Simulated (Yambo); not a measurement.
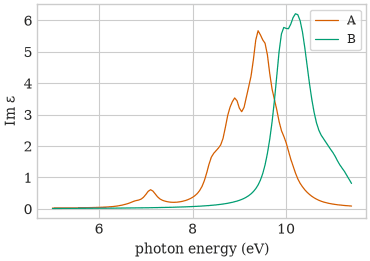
Fig. 1. Two computed absorption spectra of LiNbF$_{6}$ (space group R-3, No. 148) (Yambo, LDA bands with the same scissor, field along x)

Axes are Cartesian, with cell vectors (Å) (2.56, 1.48, 4.56), (-2.56, 1.48, 4.56), (0.00, -2.95, 4.56).

### Question
Which curve includes the electron-hole attraction (BSE)?

### Answer
Curve A: the attraction moves weight to lower energy (centre of the plotted range 9.2 eV against 10.2 eV). Settings: 4×4×4 mesh, 12 valence and 3 conduction bands, static screening with 66 bands and a 3 Ry block, scissor 4.22 eV, Tamm-Dancoff. The scissor comes from a G0W0 run whose convergence isn't established. Broadening 0.15 eV. The band window holds all transitions up to 11.4 eV. On this mesh the peak heights and the fine structure are mesh artefacts; only the shift of weight is robust.

Spin-orbit coupling is not included.

Geometry of the Materials Project entry, not relaxed at this level; primitive cell a = b = c = 5.4301 Å, α = β = γ = 56.19°.

The structure is a Materials Project entry; no match was found in the copy of COD used, and its stability was not checked.
